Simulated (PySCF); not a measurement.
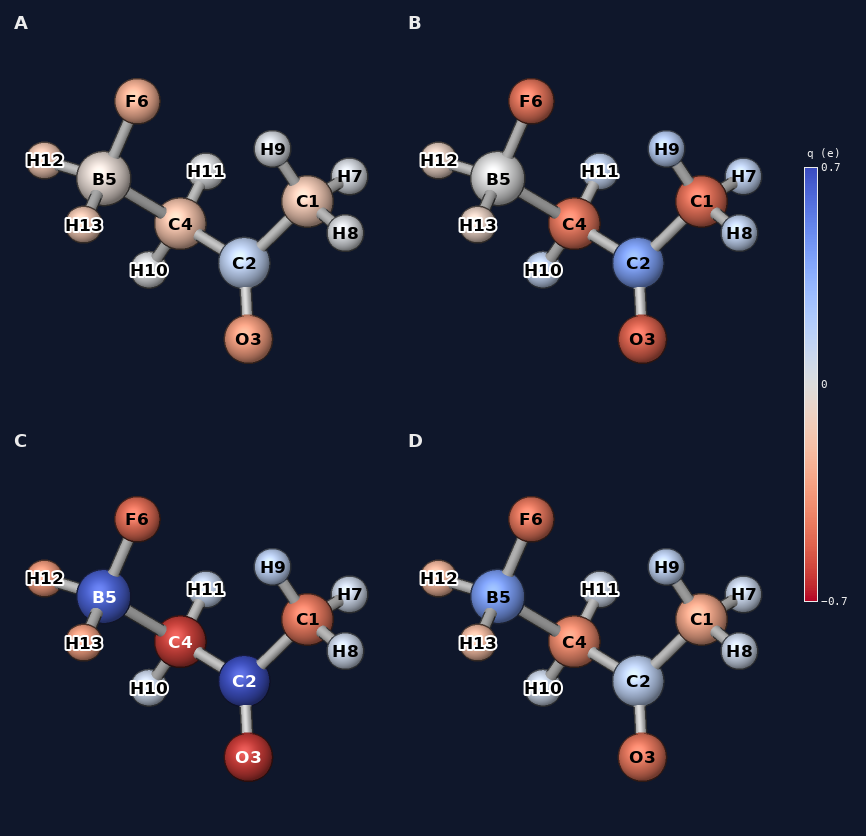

Atomic charges of one calculation by 4 schemes, on one colour scale. State: charge −1, singlet. The computed structure is the end point of a GFN2-xTB optimisation. No frequency run is at hand to confirm it as a minimum. Level of theory: PBE0/pcSseg-1 (PySCF 2.14.0).

The schemes are ESP-fitted, Hirshfeld, IAO, Mulliken. Which panel shows which?

A Hirshfeld, B IAO, C ESP-fitted, D Mulliken.

List the charges (e), one line for each set of equivalent atoms.

| atom | Hirshfeld | IAO | ESP-fitted | Mulliken |
| --- | --- | --- | --- | --- |
| C1 | −0.15 | −0.48 | −0.45 | −0.29 |
| C2 | 0.14 | 0.40 | 0.69 | 0.14 |
| O3 | −0.33 | −0.52 | −0.62 | −0.46 |
| C4 | −0.18 | −0.46 | −0.60 | −0.39 |
| B5 | −0.04 | 0.01 | 0.63 | 0.41 |
| F6 | −0.25 | −0.46 | −0.49 | −0.46 |
| H7 | 0.03 | 0.13 | 0.07 | 0.09 |
| H8 | 0.02 | 0.13 | 0.08 | 0.08 |
| H9 | 0.03 | 0.17 | 0.15 | 0.14 |
| H10 | 0.01 | 0.13 | 0.09 | 0.08 |
| H11 | 0.01 | 0.12 | 0.11 | 0.07 |
| H12 | −0.15 | −0.09 | −0.34 | −0.22 |
| H13 | −0.15 | −0.08 | −0.32 | −0.20 |

The geometry is semi-empirical. Around B such bond lengths and angles can be off by a tenth of an ångström or more and by several degrees, and values that hang on the shape move with them.
